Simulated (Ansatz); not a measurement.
# Lattice dynamics of NaSrH3 (model cell, started as cubic perovskite with Sr in the octahedra), part 2 of 3

Aim: the vibrations of NaSrH3 (model cell, started as cubic perovskite with Sr in the octahedra), their spectra, and whether the structure is stable.

Ansatz 0.2.0; DFT PBEsol, scalar-relativistic, plane waves, PAW; PAW set soft_1.

So far. Step 4 (Relaxing to small forces for the phonons): The forces vanish by symmetry and the pressure is -0.006 GPa, within the tolerances set. The cell now holds 20.01 Å³/atom. The relaxed cell has a = 4.642 Å (conventional setting).

The structure was built from a prototype and need not be the compound's stable phase.

## (5) Zone-centre response

The zone centre comes first: it holds the modes that light can see, as far as symmetry allows. The response to a homogeneous field gives the Born charges and the dielectric tensor.

Input file input.yaml:

```yaml
crystal:
  lattice:
    - [4.6424375156, 0.0, 0.0]
    - [0.0, 4.6424375156, 0.0]
    - [0.0, 0.0, 4.6424375156]
  atoms:
    - { symbol: Na, position: [0.0, 0.0, 0.0] }
    - { symbol: Sr, position: [0.5, 0.5, 0.5] }
    - { symbol: H, position: [0.5, 0.5, 0.0] }
    - { symbol: H, position: [0.5, 0.0, 0.5] }
    - { symbol: H, position: [0.0, 0.5, 0.5] }
kpoints:
  mp_grid: { grid: [8, 8, 8] }
hamiltonian:
  xc: pbesol
  pseudopotentials: { kind: paw, azcp: { folder: soft_1 }, xc_functional: pbe }
scf:
  occupations: { method: fixed }
output:
  eigenvalues: true
phonons:
  method: dfpt
  dielectric: true
  rigid_motions: translations
```

Run with:

```console
$ ansatz run input.yaml --threads 4 --pin off --max-ram 16384MiB --backend cpu --events-out ev --progress --plain --runs-dir out
```

Numbers of over 12 decimals in the logs are rounded to 6 here.

Log:

```text
[...]
Crystal: 5 atoms, lattice volume = 100.055 Å³
Basis set: ecut = 420 eV, 1935 PW (Γ), exchange–correlation on 64×64×64 points (8 copies of the dense FFT grid, shifted against one another)
Bands: 16, of which v1, the nominal top of the filled ones, is band 11 counted from 1 (10 counted from 0)
Symmetry: 48 space group operations
k-points: 170 of 512 (irreducible under 2 space group operations, time reversal used)
[...]
SCF iter   1: F=—  HF=-5017.248631 eV  |F-HF|=—  |Δ(HF+E_count)|=         —  Δρ=5.20e-2  dr2=3.94e0  ethr=3.10e-3  ⟨swp⟩=6.0  Hψ=14337  notcnv=0  defer=277
[...]
SCF iter   9: F=-5015.771297 eV  HF=-5015.771297 eV  |F-HF|=6.82e-11  |Δ(HF+E_count)|=   2.22e-9  Δρ=1.82e-7  dr2=4.44e-11  ethr=1.00e-12  ⟨swp⟩=15.2  Hψ=24998  notcnv=0
SCF 1 converged in 9 iterations: F = -5015.771297 eV  dr2 = 4.44e-11
  Residual-converged pass: ⟨swp⟩=1.1  Hψ=3416  notcnv=0  max |occ|·‖R‖ = 7.1e-9 eV (tolerance 1.0e-8 eV)  dr2=4.44e-11  dr2_onsite=2.15e-13  max |Δocc| = 0.0e0
[...]
DFPT response loops at Γ: preconditioner auto → none (the input reference at scf.mixing.eps_inf says where Resta's filter doesn't serve); β = 0.50; Broyden in place of MSR1
── the response to a field inside a basis, on 8×8×8 k-points: an SCF that follows is theirs, and a resumed run solves both again ──
Bands: 12, of which v1, the nominal top of the filled ones, is band 11 counted from 1 (10 counted from 0)
k-points: 20 of 512
[...]
Eigensolver: Dense (20 Hₖ)
SCF iter   1: F=—  HF=-5015.768898 eV  |F-HF|=—  |Δ(HF+E_count)|=         —  Δρ=1.28e-4  dr2=3.33e-6  ethr=1.00e-1
[...]
SCF iter   3: F=-5015.768901 eV  HF=-5015.768901 eV  |F-HF|=2.80e-9  |Δ(HF+E_count)|=   1.11e-6  Δρ=4.28e-6  dr2=1.88e-8  ethr=4.29e-9
SCF 1 converged in 3 iterations: F = -5015.768901 eV  dr2 = 1.88e-8
[...]
SCF converged after 9 iterations
Free energy (F): -5015.771297 eV
[...]
Internal energy: -5015.771297 eV  (E = F + TS)
E sigma→0 (E₀):  -5015.771297 eV
Fermi energy:    1.133155 eV
[...]
--- Band table (eV; the first three rows and the last of 170) ---
  k-point 0: bands = [... 7 lower, -13.7605, -2.0023, 0.2216, 0.2216, 6.6682, 7.1563, 7.1563, 7.1563, ... 1 higher]
  k-point 1: bands = [... 7 lower, -13.7598, -1.8929, 0.2421, 0.2632, 5.9779, 6.8949, 6.8949, 7.7622, ... 1 higher]
  k-point 2: bands = [... 7 lower, -13.7581, -1.6033, 0.2929, 0.3325, 5.3445, 6.5038, 6.5038, 8.0250, ... 1 higher]
  k-point 169: bands = [... 7 lower, -13.8573, 1.1332, 1.1332, 1.1332, 3.8933, 3.8933, 3.8933, 5.9331, ... 1 higher]
--- Phonons (Γ-DFPT): 4 representative perturbations + reference, on 170 of 512 k-points (Σ response iterations 14) ---
  k mesh reduced under 2 symmetry operations, with k and −k counted as one. Each operation leaves every solved perturbation unchanged. A smaller set is not considered because the run solves the response to a homogeneous field
  ASR residual: 1.621e-4 → 0.000e0 eV/Å²; symmetrization residual: 5.933e-7 eV/Å²
  ASR residual per site (eV/Å²): 1.62e-4 1.61e-4 3.11e-5 3.11e-5 3.11e-5
  Γ frequencies (cm⁻¹): -346.45 -346.45 -346.45 -277.51 -277.51 -277.51 0.00 0.00 0.00 187.00 187.00 187.00 1232.77 1232.77 1232.77
  ε∞ (high-frequency dielectric tensor):
        3.555389    -0.000000     0.000000
       -0.000000     3.555389     0.000000
        0.000000     0.000000     3.555389
  softest optical mode at Γ: -346.45 cm⁻¹; the repairs (sum rule, projections) moved no ω² at Γ by more than (3.29 cm⁻¹)²
  Born effective charges Z* (e; rows j = field, columns β = displacement):
    site 0:
         1.32748   -0.00000   -0.00000
         0.00000    1.32748    0.00000
         0.00000    0.00000    1.32748
    site 1:
         1.63535    0.00000   -0.00000
        -0.00000    1.63535    0.00000
         0.00000    0.00000    1.63535
    site 2:
        -0.96453   -0.00000   -0.00000
         0.00000   -0.96453    0.00000
        -0.00000    0.00000   -1.03377
    site 3:
        -0.96453   -0.00000   -0.00000
         0.00000   -1.03377    0.00000
         0.00000    0.00000   -0.96453
    site 4:
        -1.03377   -0.00000    0.00000
         0.00000   -0.96453    0.00000
         0.00000   -0.00000   -0.96453
  Z* charge neutrality: 1.767e-3 e pre-enforcement
  solved inside a basis spanned on kpoints, on 8×8×8 k-points, its susceptibility summed on 12×12×12: ε∞ is read to err by 8.7e-3, Z* by 1.1e-2 e (field_mesh: kpoints solves on kpoints); Z* is corrected for what the basis lacks
  optical modes at Γ without the LO–TO term, one row a degenerate level:
      ω (cm⁻¹)  modes    IR ((D/Å)²/amu)
       -346.45      3             0.0000
       -277.51      3           118.7344
        187.00      3            22.9037
       1232.77      3            66.9159
  optical modes at Γ + LO–TO along q̂ = [1.0000, 0.0000, 0.0000]:
      ω (cm⁻¹)  modes    IR ((D/Å)²/amu)
       -346.45      3             0.0000
       -277.51      2            79.1563
         89.77      1             1.7365
        187.00      2            15.2691
        454.90      1            36.5081
       1232.77      2            44.6106
       1295.95      1            31.2734
  optical modes at Γ + LO–TO along q̂ = [0.0000, 1.0000, 0.0000]:
      ω (cm⁻¹)  modes    IR ((D/Å)²/amu)
       -346.45      3             0.0000
       -277.51      2            79.1563
         89.77      1             1.7365
        187.00      2            15.2691
        454.90      1            36.5081
       1232.77      2            44.6106
       1295.95      1            31.2734
  optical modes at Γ + LO–TO along q̂ = [0.0000, 0.0000, 1.0000]:
      ω (cm⁻¹)  modes    IR ((D/Å)²/amu)
       -346.45      3             0.0000
       -277.51      2            79.1563
         89.77      1             1.7365
        187.00      2            15.2691
        454.90      1            36.5081
       1232.77      2            44.6106
       1295.95      1            31.2734
```

It took 29 s on 4 threads of Arm Neoverse V2, shared host; peak memory 1.1 GiB; 1.9 min of CPU time.

Numbers from this step:

```
sum-rule residual before enforcement                    : 1.62e-4 eV/Å²
miss of the charge sum rule                             : 0.001767 e
estimated error of the dielectric tensor                : 0.008716
estimated error of the Born charges                     : 0.01141 e
point group                                             : m-3m
highest optical mode at the zone centre (no LO-TO term) : 1233 cm⁻¹
lowest optical zone-centre mode                         : -346.4 cm⁻¹
mean high-frequency dielectric constant                 : 3.555
largest Born charge (third of the trace)                : 1.635 e
top of the zone-centre spectrum with the field          : 1296 cm⁻¹
```

Without the LO-TO term. Patterns of degenerate modes are one choice out of their space. The modes at Γ (shares of kinetic energy by element, %) (negative means imaginary):

| mode | frequency (cm⁻¹) | symmetry | Na % | Sr % | H % |
| --- | --- | --- | --- | --- | --- |
| 1 | -346.4 | T2u | 0 | 0 | 100 |
| 2 | -346.4 | T2u | 0 | 0 | 100 |
| 3 | -346.4 | T2u | 0 | 0 | 100 |
| 4 | -277.5 | T1u | 27 | 2 | 71 |
| 5 | -277.5 | T1u | 27 | 2 | 71 |
| 6 | -277.5 | T1u | 27 | 2 | 71 |
| 7 | 0.0 | acoustic | 20 | 77 | 3 |
| 8 | 0.0 | acoustic | 20 | 77 | 3 |
| 9 | 0.0 | acoustic | 20 | 77 | 3 |
| 10 | 187.0 | T1u | 52 | 20 | 28 |
| 11 | 187.0 | T1u | 52 | 20 | 28 |
| 12 | 187.0 | T1u | 52 | 20 | 28 |
| 13 | 1232.8 | T1u | 0 | 1 | 99 |
| 14 | 1232.8 | T1u | 0 | 1 | 99 |
| 15 | 1232.8 | T1u | 0 | 1 | 99 |

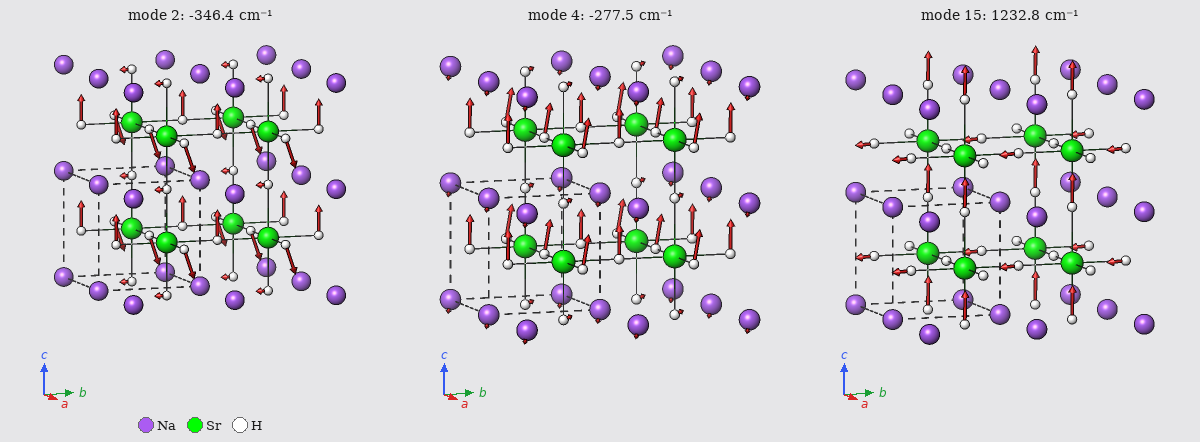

Displacement patterns of modes 2, 4 and 15 at Γ; arrows are exaggerated. 2×2×2 cells are drawn. Some periodic images of atoms are drawn too.

Optical modes at the zone centre, without and with the macroscopic field of the longitudinal modes; each column is sorted by frequency, so a row need not hold one and the same mode. Modes with and without the field, by row:

```
rank among optical modes  no field (cm⁻¹)  q along (1, 0, 0) (cm⁻¹)
                       1           -346.4                    -346.4
                       2           -346.4                    -346.4
                       3           -346.4                    -346.4
                       4           -277.5                    -277.5
                       5           -277.5                    -277.5
                       6           -277.5                      89.8
                       7              187                       187
                       8              187                       187
                       9              187                     454.9
                      10             1233                      1233
                      11             1233                      1233
                      12             1233                      1296
```

Born charge (rows field, columns displacement) (e), principal values of the symmetric part by kind of site:

```
atom  atoms with these values    low  middle   high   mean
 Na1                        1   1.33    1.33   1.33   1.33
 Sr2                        1   1.64    1.64   1.64   1.64
  H3                        3  -1.03   -0.96  -0.96  -0.99
```

In full for H3:

```
-0.96  0.00  0.00
 0.00 -0.96  0.00
 0.00  0.00 -1.03
```

High-frequency dielectric tensor:

```
3.56 0.00 0.00
0.00 3.56 0.00
0.00 0.00 3.56
```

Transverse modes; imaginary modes are left out. Lines of the infrared spectrum (strongest = 100):

| position (cm⁻¹) | label | relative intensity |
| --- | --- | --- |
| 187 | T1u | 34 |
| 1233 | T1u | 100 |

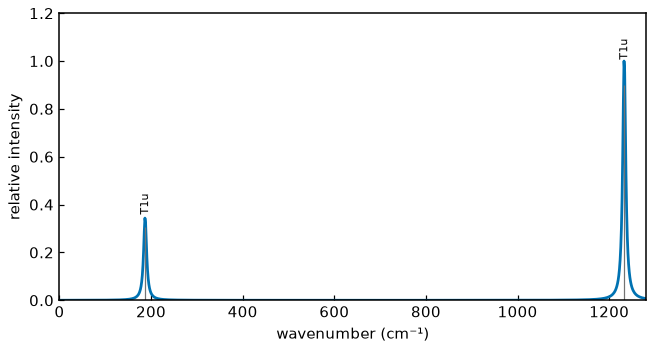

The infrared spectrum, broadened with Lorentzians of width 8 cm⁻¹; bars mark the lines.

Before it was imposed, the acoustic sum rule was missed by 1.6e-4 eV/Å² and the charge sum rule by 0.0018 e. Small misses are needed for a sound result but don't prove that mesh and cutoff are converged. The lowest optical mode is imaginary, 346.4i cm⁻¹, so the energy falls along it.

## (6) Response at finite wavevector

Stability and thermal properties need the whole zone. Linear response on a 4×4×4 q mesh gives force constants as far as a supercell of that size would, and the tensors from the zone-centre run are typed in so that the long-range dipole term is interpolated apart.

input.yaml, the sections that differ from step 5:

```yaml
phonons:
  method: dfpt
  qmesh: [4, 4, 4]
  temperatures: { t_max: 1000, t_step: 50 }
  qpath:
    path:
      - [[0.0, 0.0, 0.0], [0.0, 0.5, 0.0], [0.5, 0.5, 0.0], [0.0, 0.0, 0.0], [0.5, 0.5, 0.5], [0.0, 0.5, 0.0]]
      - [[0.5, 0.5, 0.5], [0.5, 0.5, 0.0]]
    npoints: 10
  non_analytic_term:
    high_frequency_dielectric_tensor: [[3.5554, 0.0, 0.0], [0.0, 3.5554, 0.0], [0.0, 0.0, 3.5554]]
    born_effective_charges:
      - { species: Na, tensor: [[1.3275, 0.0, 0.0], [0.0, 1.3275, 0.0], [0.0, 0.0, 1.3275]] }
      - { species: Sr, tensor: [[1.6354, 0.0, 0.0], [0.0, 1.6354, 0.0], [0.0, 0.0, 1.6354]] }
      - { species: H, tensor: [[-0.9645, 0.0, 0.0], [0.0, -0.9645, 0.0], [0.0, 0.0, -1.0338]] }
      - { species: H, tensor: [[-0.9645, 0.0, 0.0], [0.0, -1.0338, 0.0], [0.0, 0.0, -0.9645]] }
      - { species: H, tensor: [[-1.0338, 0.0, 0.0], [0.0, -0.9645, 0.0], [0.0, 0.0, -0.9645]] }
    source: "zone-centre run at this cell"
# crystal, kpoints, hamiltonian, scf, output: as in step 5
```

Log:

```text
[...]
Crystal: 5 atoms, lattice volume = 100.055 Å³
Basis set: ecut = 420 eV, 1935 PW (Γ), exchange–correlation on 64×64×64 points (8 copies of the dense FFT grid, shifted against one another)
Bands: 16, of which v1, the nominal top of the filled ones, is band 11 counted from 1 (10 counted from 0)
Symmetry: 48 space group operations
k-points: 35 of 512
[...]
SCF iter   1: F=—  HF=-5017.248579 eV  |F-HF|=—  |Δ(HF+E_count)|=         —  Δρ=5.20e-2  dr2=3.94e0  ethr=3.10e-3  ⟨swp⟩=5.8  Hψ=2924  notcnv=0  defer=58
[...]
SCF iter  10: F=-5015.771297 eV  HF=-5015.771297 eV  |F-HF|=9.09e-13  |Δ(HF+E_count)|=  7.55e-11  Δρ=4.25e-8  dr2=1.22e-12  ethr=1.00e-12  ⟨swp⟩=15.1  Hψ=4474  notcnv=0
SCF 1 converged in 10 iterations: F = -5015.771297 eV  dr2 = 1.22e-12
[...]
NSCF: frozen V_eff on 35 k-points
[...]
DFPT response loops at q = (0, 0, 0) (fractional): preconditioner auto → none (the input reference at scf.mixing.eps_inf says where Resta's filter doesn't serve); β = 0.50; Broyden in place of MSR1
[...]
SCF converged after 10 iterations
Free energy (F): -5015.771297 eV
[...]
Internal energy: -5015.771297 eV  (E = F + TS)
E sigma→0 (E₀):  -5015.771297 eV
Fermi energy:    1.133155 eV
[...]
--- Band table (eV; the first three rows and the last of 35) ---
  k-point 0: bands = [... 7 lower, -13.7605, -2.0023, 0.2216, 0.2216, 6.6682, 7.1563, 7.1563, 7.1563, ... 1 higher]
  k-point 1: bands = [... 7 lower, -13.7598, -1.8929, 0.2421, 0.2632, 5.9778, 6.8949, 6.8949, 7.7622, ... 1 higher]
  k-point 2: bands = [... 7 lower, -13.7582, -1.6033, 0.2929, 0.3325, 5.3445, 6.5038, 6.5038, 8.0250, ... 1 higher]
  k-point 34: bands = [... 7 lower, -13.8574, 1.1332, 1.1332, 1.1332, 3.8933, 3.8933, 3.8933, 5.9331, ... 1 higher]
--- Phonons (Γ-DFPT): 4 representative perturbations + reference (Σ response iterations 14) ---
  ASR residual: 9.547e-5 → 0.000e0 eV/Å²; symmetrization residual: 7.060e-7 eV/Å²
  ASR residual per site (eV/Å²): 7.95e-5 9.55e-5 6.30e-6 6.30e-6 6.30e-6
[...]
--- Phonons (arbitrary-q DFPT): 10 irreducible q on the 4×4×4 mesh ---
  q = [0.0000, 0.0000, 0.0000] (star 1, of the zone-centre solve; hermiticity 2.21e-7, symmetrization 8.28e-13): -346.45 -346.45 -346.45 -277.51 -277.51 -277.51 -0.00 0.00 0.00 187.00 187.00 187.00 1232.77 1232.77 1232.77
  q = [0.0000, 0.0000, 0.2500] (star 6, 9 solved perturbations in 1560 linear systems a pass and spin channel, the states on 200 of 512 k-point pairs; hermiticity 1.34e-7, symmetrization 1.20e-13): -320.91 -320.91 -276.87 -251.22 -251.22 40.95 40.95 80.44 101.59 169.83 169.83 473.25 1232.38 1232.38 1308.97
[...]
q = [0.0000, 0.2500, -0.5000] (star 12, 15 solved perturbations on 200 of 512 k-point pairs; hermiticity 2.58e-7, symmetrization 6.56e-9): -422.45 -244.18 -232.32 -191.61 -170.98 75.98 89.92 111.87 115.59 244.46 296.80 507.73 1231.62 1249.35 1328.95
[...]
sum rule: each row above includes the acoustic sum rule's correction from the zone centre's row sums; it moved no ω² by more than (1.30 cm⁻¹)²
  mesh force constants: q→R imaginary residual 8.99e-19; ASR residual 9.547e-5 → 0.000e0 eV/Å²; symmetrization residual 4.441e-15 eV/Å²
  interpolated dispersion: 63 rows × 15 modes
  density of states and harmonic sums: on the 16×16×16 q-mesh, interpolated from the force constants of a 4×4×4 supercell (with the dipole–dipole term of supplied tensors)
  largest difference from the sums on the solved wave vectors: F 4.04e-2 eV, S 5.40e-5 and C_V 1.36e-5 eV/K
  zero-point energy: 0.327968 eV/cell   skipped modes (ω ≤ 0): 892, of them read as no rigid motion or as one in doubt: 889 (5.374e0 modes/cell left out, lowest -493.55 cm⁻¹)   left out of the sums: 3.58e-1 of the cell's modes: C_V's classical limit lies that fraction below 3 k_B per atom; for a crystal, a wire or a layer, F and S can be off by more, and a phonons.interpolated_qmesh denser along its periods is the remedy for the sampling
```

It took 5.3 min on 4 threads; peak memory 1.7 GiB; 21 min of CPU time.

This step gave:

| Property | Result |
| --- | --- |
| sum-rule residual before enforcement | 9.55e-5 eV/Å² |
| lowest frequency on the path | -493.5 cm⁻¹ |
| highest frequency on the path or at a solved wavevector | 1354 cm⁻¹ |
| lowest mode on the q mesh (acoustic modes at Γ apart) | -493.6 cm⁻¹ |

(Part 2 of 3 ends here.)

[Logs are printed without paths, hosts, clocks, repeated set-up lines and the standing remarks that a program may print on its own settings, such as how far it seeks lower states.]

[Hosts, paths, dates, database ids (printed as entryN), source tags and the programs' standing remarks are cut or masked in the printed files.]
